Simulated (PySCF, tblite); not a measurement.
# C₄H₅FN₂: geometry, infrared bands, NMR shifts and spin-spin couplings

What infrared bands, NMR shifts and spin-spin couplings should C₄H₅FN₂ (`Cc1cc(F)[nH]n1`) show?

The runs use tblite 0.8.0 and PySCF 2.14.0, with density-fitted response routines of our own; the level of theory stands in each step. All values are computed, except where a source is named. Atoms count from 0, in the outputs and in this text.

**1. Starting geometry**

12 atoms, charge 0, multiplicity 1; geometry from: force field or distance geometry start.

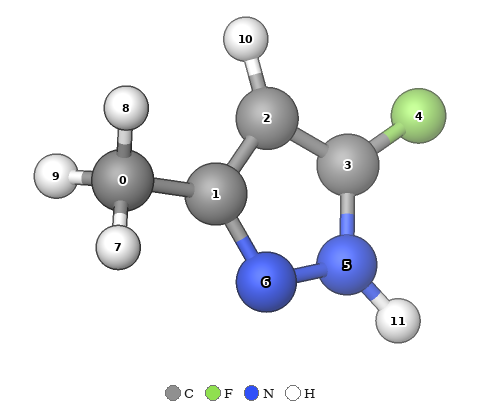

As it starts; carbon grey, fluorine green, nitrogen blue, hydrogen white, atoms numbered.

**2. Relaxing the molecule with GFN2-xTB**

What the job is given:

```
{"job": {"kind": "relax", "xc": "GFN2-xTB", "basis": "xTB"}, "charge": 0, "multiplicity": 1}
C     -1.934900    -0.014900     0.052300
C     -0.458800    -0.143700    -0.004700
C      0.448500     0.899000     0.038900
C      1.685900     0.318700    -0.038400
F      2.865700     1.017400    -0.017800
N      1.533700    -1.025700    -0.098400
N      0.228200    -1.302700    -0.078100
H     -2.313200    -1.010900     0.342200
H     -2.233300     0.776700     0.782000
H     -2.310600     0.282000    -0.946900
H      0.214000     1.955100     0.095200
H      2.276100    -1.751900    -0.152400
```

Run with:

```console
> OMP_NUM_THREADS=1 python probes_run.py task.json out
```

This one command runs all jobs of the session in turn.

Output:

```text
step      E/eV     max force
  0    -589.61857    1.527
  1    -589.72487    0.788
  2    -589.77413    0.598
  3    -589.81107    0.594
  4    -589.82778    0.366
  5    -589.83691    0.326
  6    -589.84822    0.312
  7    -589.85295    0.214
  8    -589.85461    0.100
  9    -589.85549    0.101
 10    -589.85655    0.104
 11    -589.85780    0.123
 12    -589.85876    0.073
 13    -589.85943    0.069
 14    -589.85999    0.069
 15    -589.86056    0.076
 16    -589.86107    0.064
 17    -589.86146    0.050
 18    -589.86176    0.042
 19    -589.86204    0.047
 20    -589.86229    0.042
 21    -589.86244    0.029
 22    -589.86253    0.023
 23    -589.86257    0.017
 24    -589.86260    0.012
 25    -589.86261    0.010
 26    -589.86262    0.011
 27    -589.86263    0.013
 28    -589.86265    0.015
 29    -589.86269    0.022
 30    -589.86275    0.028
 31    -589.86284    0.033
 32    -589.86293    0.033
 33    -589.86303    0.037
 34    -589.86318    0.047
 35    -589.86342    0.063
 36    -589.86373    0.068
 37    -589.86407    0.050
 38    -589.86437    0.040
 39    -589.86459    0.039
 40    -589.86472    0.041
 41    -589.86477    0.051
 42    -589.86491    0.028
 43    -589.86499    0.026
 44    -589.86511    0.027
 45    -589.86520    0.031
 46    -589.86529    0.026
 47    -589.86536    0.022
 48    -589.86544    0.028
 49    -589.86555    0.031
 50    -589.86570    0.036
 51    -589.86584    0.033
 52    -589.86592    0.023
 53    -589.86596    0.016
 54    -589.86598    0.009
```

It took 0.15 s on 1 thread of Intel Xeon 6975P-C, shared host.

The steps of the relaxation: (not every step is listed)

| step | energy from step 0 (eV) | largest force (eV/Å) |
| --- | --- | --- |
| 0 | 0.0000 | 1.5272 |
| 1 | -0.1063 | 0.7880 |
| 2 | -0.1556 | 0.5983 |
| 3 | -0.1925 | 0.5944 |
| 4 | -0.2092 | 0.3658 |
| 5 | -0.2183 | 0.3256 |
| 6 | -0.2296 | 0.3122 |
| 7 | -0.2344 | 0.2142 |
| 8 | -0.2360 | 0.1001 |
| 12 | -0.2402 | 0.0727 |
| 16 | -0.2425 | 0.0638 |
| 20 | -0.2437 | 0.0416 |
| 24 | -0.2440 | 0.0124 |
| 28 | -0.2441 | 0.0154 |
| 32 | -0.2444 | 0.0334 |
| 36 | -0.2452 | 0.0685 |
| 40 | -0.2462 | 0.0410 |
| 44 | -0.2465 | 0.0273 |
| 48 | -0.2469 | 0.0282 |
| 49 | -0.2470 | 0.0306 |
| 50 | -0.2471 | 0.0357 |
| 51 | -0.2473 | 0.0334 |
| 52 | -0.2473 | 0.0232 |
| 53 | -0.2474 | 0.0161 |
| 54 | -0.2474 | 0.0094 |

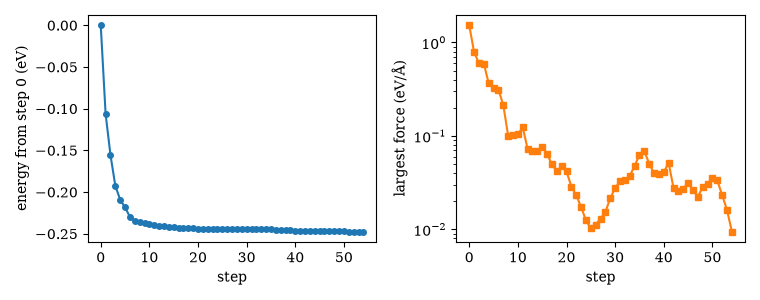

Energy and force, step by step.

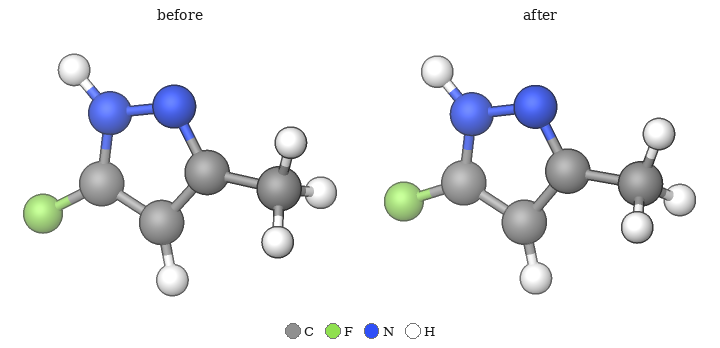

The geometry before (left) and after (right).

Distances of close pairs at the start and the end, largest changes first:

| bond | before (Å) | after (Å) | change (Å) |
| --- | --- | --- | --- |
| C3–F4 | 1.371 | 1.332 | -0.039 |
| N5–H11 | 1.040 | 1.007 | -0.033 |
| C1–C2 | 1.383 | 1.414 | +0.031 |
| C1–N6 | 1.349 | 1.319 | -0.030 |
| C0–H8 | 1.117 | 1.089 | -0.029 |
| C0–H9 | 1.108 | 1.089 | -0.019 |
| C0–H7 | 1.104 | 1.086 | -0.018 |
| C2–H10 | 1.083 | 1.069 | -0.014 |

The final coordinates are the input of the step that follows.

**3. Harmonic vibrations with GFN2-xTB**

What the job is given:

```
{"job": {"kind": "ir", "xc": "GFN2-xTB", "basis": "xTB"}, "charge": 0, "multiplicity": 1}
C     -1.922892    -0.052729     0.054648
C     -0.439640    -0.117895     0.013602
C      0.465025     0.967830    -0.027091
C      1.691868     0.362995    -0.055021
F      2.923721     0.867972    -0.097601
N      1.508785    -0.971617    -0.032123
N      0.205416    -1.268442     0.009087
H     -2.325542    -1.059932     0.100502
H     -2.253277     0.508518     0.927051
H     -2.302753     0.447079    -0.834952
H      0.244482     2.013688    -0.036029
H      2.206005    -1.698153    -0.048100
```

Output:

```text
mode    cm-1     km/mol
  1      87.9      0.20
  2     193.3      0.14
  3     267.9      0.37
  4     356.0     12.28
  5     410.2     16.82
  6     529.0     79.63
  7     580.2     14.74
  8     613.5      5.45
  9     644.2     22.55
 10     744.6      9.86
 11     799.3     17.46
 12     982.6      7.01
 13    1004.2     22.18
 14    1026.7     34.84
 15    1037.2      9.95
 16    1104.4     23.97
 17    1142.6     14.31
 18    1238.6     58.20
 19    1382.9     28.20
 20    1391.6     19.81
 21    1457.4     85.89
 22    1466.7     10.27
 23    1467.6     12.56
 24    1519.7     42.93
 25    1590.4    156.05
 26    3012.9     21.45
 27    3023.3     19.35
 28    3066.5     10.98
 29    3203.6      6.01
 30    3468.0     38.04
```

Run time: 0.17 s. Hardware: 1 thread of Intel Xeon 6975P-C, shared host.

Which atoms move in the most intense modes:

| cm⁻¹ | km/mol | atoms |
| --- | --- | --- |
| 529 | 79.6 | H11 45 %, N5 30 %, C3 20 % |
| 1027 | 34.8 | N5 35 %, C2 34 % |
| 1239 | 58.2 | N5 32 %, N6 31 %, C3 18 % |
| 1383 | 28.2 | C1 23 %, N5 15 %, N6 14 %, H7 11 % |
| 1457 | 85.9 | C3 31 %, C1 20 %, N5 16 %, C2 12 % |
| 1520 | 42.9 | C1 43 %, C3 22 %, N6 14 % |
| 1590 | 156.1 | C3 45 %, C2 25 %, C1 16 % |
| 3468 | 38.0 | H11 93 % |

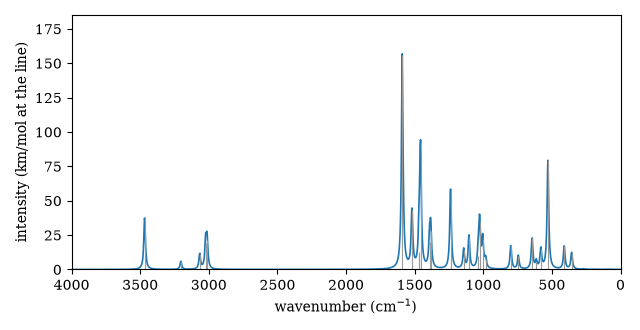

The infrared spectrum from these modes, unscaled. Lines are broadened to a width of 14 cm⁻¹ (Lorentzian).

**4. NMR shieldings: PBE0/pcSseg-1**

The job, as its differences from that of step 3:

```diff
@@ -1,2 +1,2 @@
-{"job": {"kind": "ir", "xc": "GFN2-xTB", "basis": "xTB"}, "charge": 0, "multiplicity": 1}
+{"job": {"kind": "nmr", "xc": "PBE0", "basis": "pcSseg-1"}, "charge": 0, "multiplicity": 1}
 C     -1.922892    -0.052729     0.054648
```

Method: GIAO PBE0/pcSseg-1 NMR shielding, non-relativistic, gas phase.

Output:

```text
coarse grid: 10656 points
cycle   1  E = -364.2032132498  dE =  1.387e+00  |g| = 5.713e-01  |ddm| = 3.274e+00
cycle   2  E = -364.1246616001  dE =  7.855e-02  |g| = 8.457e-01  |ddm| = 1.100e+00
cycle   3  E = -364.2701560954  dE = -1.455e-01  |g| = 1.135e-01  |ddm| = 6.843e-01
cycle   4  E = -364.2726638390  dE = -2.508e-03  |g| = 4.217e-02  |ddm| = 1.123e-01
cycle   5  E = -364.2729969507  dE = -3.331e-04  |g| = 1.068e-02  |ddm| = 3.826e-02
cycle   6  E = -364.2730179808  dE = -2.103e-05  |g| = 2.994e-03  |ddm| = 1.037e-02
cycle   7  E = -364.2730197334  dE = -1.753e-06  |g| = 9.413e-04  |ddm| = 2.722e-03
final grid: 105280 points
cycle   8  E = -364.3156762033  dE = -3.293e-05  |g| = 6.780e-03  |ddm| = 3.109e-02
cycle   9  E = -364.3156730522  dE =  3.151e-06  |g| = 8.176e-03  |ddm| = 1.229e-02
cycle  10  E = -364.3156868365  dE = -1.378e-05  |g| = 1.262e-03  |ddm| = 6.758e-03
cycle  11  E = -364.3156870955  dE = -2.590e-07  |g| = 1.788e-04  |ddm| = 1.098e-03
cycle  12  E = -364.3156870981  dE = -2.562e-09  |g| = 1.303e-04  |ddm| = 2.226e-04
cycle  13  E = -364.3156871016  dE = -3.533e-09  |g| = 3.425e-05  |ddm| = 1.274e-04
cycle  14  E = -364.3156871018  dE = -2.425e-10  |g| = 7.954e-06  |ddm| = 2.860e-05
converged SCF energy = -364.3156871018

GIAO shielding tensors (ppm)
atom      isotropic    diamagn.    paramagn.     s11        s22        s33       span
  0 C      169.482     245.682     -76.200    158.473    158.869    191.104     32.631
  1 C       34.828     253.566    -218.738    -46.380     19.004    131.861    178.241
  2 C       96.967     255.900    -158.933     45.901     82.576    162.424    116.523
  3 C       22.063     251.149    -229.087    -36.340     37.464     65.064    101.403
  4 F      315.925     469.582    -153.656    226.665    317.404    403.707    177.042
  5 N       70.797     329.152    -258.355     -6.677     94.914    124.155    130.832
  6 N      -43.544     324.653    -368.197   -265.133    -30.209    164.709    429.843
  7 H       29.302      28.071       1.231     24.816     28.173     34.918     10.102
  8 H       29.304      28.131       1.173     24.994     27.644     35.273     10.279
  9 H       29.292      28.091       1.201     25.033     27.544     35.298     10.265
 10 H       26.076      31.900      -5.825     23.242     27.313     27.672      4.429
 11 H       22.984      31.685      -8.701     17.881     23.389     27.681      9.800
```

Wall time 14 s (1 thread of Intel Xeon 6975P-C, shared host); peak memory 0.69 GiB.

Shifts follow as δ = σ(reference) − σ, with reference shieldings (ppm) from runs at the same level and on the same kind of geometry: 1H TMS 31.72, 13C TMS 186.9, 19F CFCl3 170.9, 15N NH3 267.7. The references are single molecules in the gas phase, so shifts against H2O, NH3, PH3, H3PO4 or CFCl3 are not on the usual liquid scales and can be off by tens of ppm. Atoms listed in one row are averaged.

| atoms | environment | σ (ppm) | δ (ppm) | δ scaled to CDCl3 |
| --- | --- | --- | --- | --- |
| C3 | aromatic carbon bearing fluorine | 22.1 | 164.9 | 159.0 |
| C1 | substituted aromatic carbon next to a ring nitrogen | 34.8 | 152.1 | 146.5 |
| C2 | aromatic CH | 97.0 | 90.0 | 85.9 |
| C0 | methyl carbon on an aromatic ring | 169.5 | 17.4 | 15.1 |
| H11 | hydrogen on a pyrrole-type ring nitrogen | 22.98 | 8.73 | – |
| H10 | hydrogen on an aromatic CH | 26.08 | 5.64 | 5.42 |
| H7, H8, H9 | hydrogen on a methyl carbon on an aromatic ring | 29.30 | 2.42 | 2.38 |
| F4 | aryl fluorine | 315.9 | -145.0 | – |
| N6 | pyridine-type nitrogen of an azole | -43.5 | 311.3 | – |
| N5 | pyrrole-type ring nitrogen | 70.8 | 196.9 | – |

The scaled column applies a straight-line fit of computed shieldings to shifts measured in CDCl3, and one for carbons that bear F (root-mean-square error 0.16 ppm for H, 1.9 ppm for C).

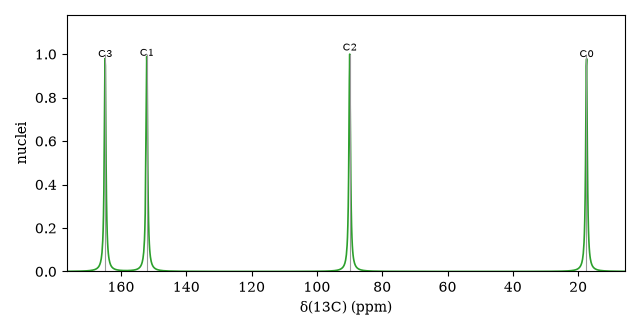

13C lines at the computed shifts, without couplings. Lines are broadened to a width of 0.59 ppm (Lorentzian).

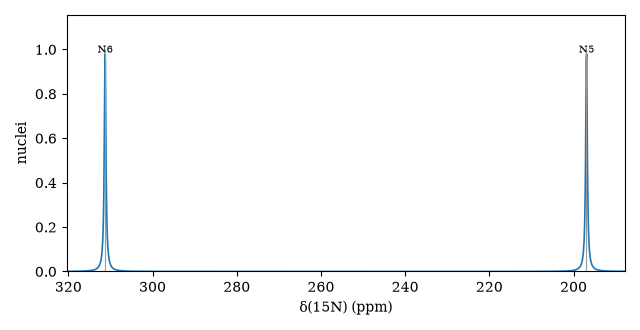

15N lines at the computed shifts, without couplings. Lines are broadened to a width of 0.46 ppm (Lorentzian).

Charges from the same density, by scheme (e):

| atoms | Mulliken | IAO | Hirshfeld | ESP fit |
| --- | --- | --- | --- | --- |
| C0 | -0.15 | -0.43 | -0.12 | -0.53 |
| C1 | 0.05 | 0.11 | 0.03 | 0.54 |
| C2 | -0.33 | -0.31 | -0.12 | -0.56 |
| C3 | 0.55 | 0.35 | 0.12 | 0.31 |
| F4 | -0.26 | -0.25 | -0.08 | -0.16 |
| N5 | -0.25 | -0.15 | -0.04 | -0.09 |
| N6 | -0.29 | -0.27 | -0.17 | -0.54 |

IAO charges:

| atom | value (e) |
| --- | --- |
| C0 | -0.43 |
| C1 | 0.11 |
| C2 | -0.31 |
| C3 | 0.35 |
| F4 | -0.25 |
| N5 | -0.15 |
| N6 | -0.27 |
| H7 | 0.17 |
| H8 | 0.15 |
| H9 | 0.16 |
| H10 | 0.17 |
| H11 | 0.31 |

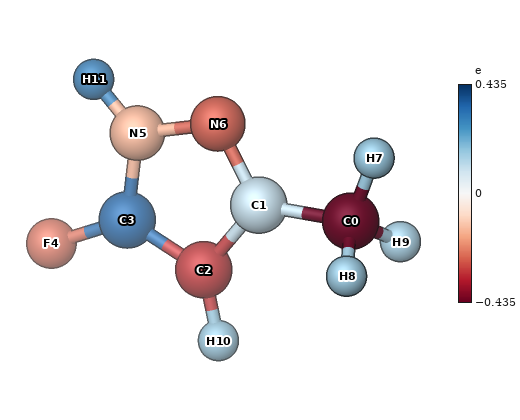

IAO charges, as colours on the atoms.

Mayer bond orders: C0–C1 1.06, C1–C2 1.22, C2–C3 1.51, C3–F4 1.00, C3–N5 1.17, N5–N6 1.16, N6–C1 1.56.

Ring of atoms C1, C2, C3, N5, N6: NICS(0) -14.0, NICS(1) -10.7, NICS(1)zz -26.5 ppm (means of both faces).

The fields below are evaluated on a grid from the run's orbitals.

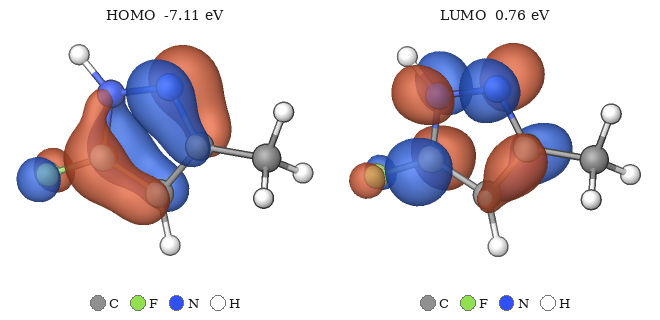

Frontier orbitals at PBE0/pcSseg-1; each surface holds 70 % of the orbital's density, blue and red mark the sign.

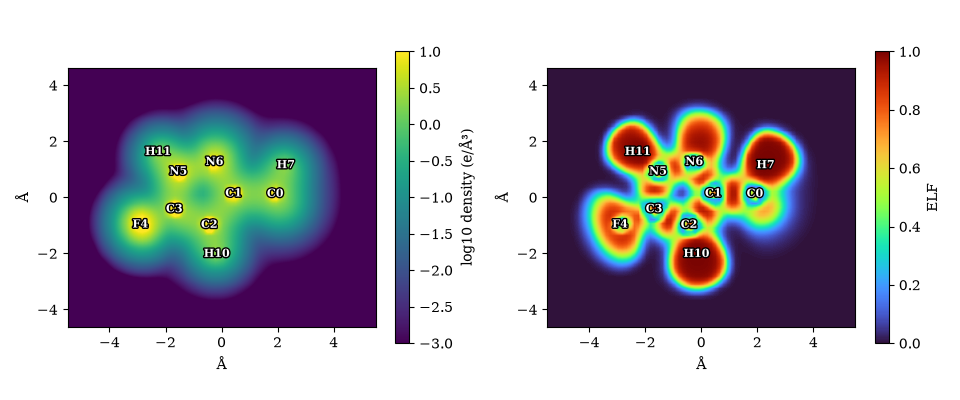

Density (left) and ELF (right) in a plane through or near 10 of the atoms.

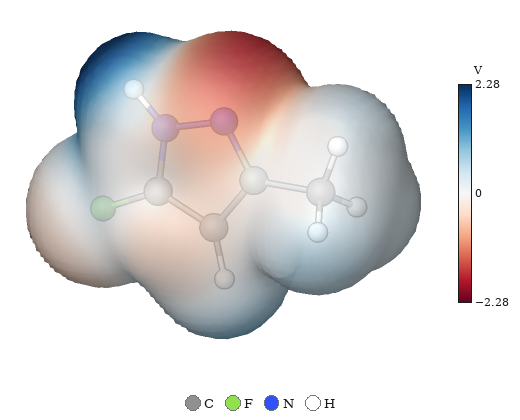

The potential that a unit positive charge feels on the 0.002 e/bohr³ surface, from the 1st to the 99th percentile, from -1.64 V near N6 to 2.28 V near H11.

(Part 1 of 2 ends here.)
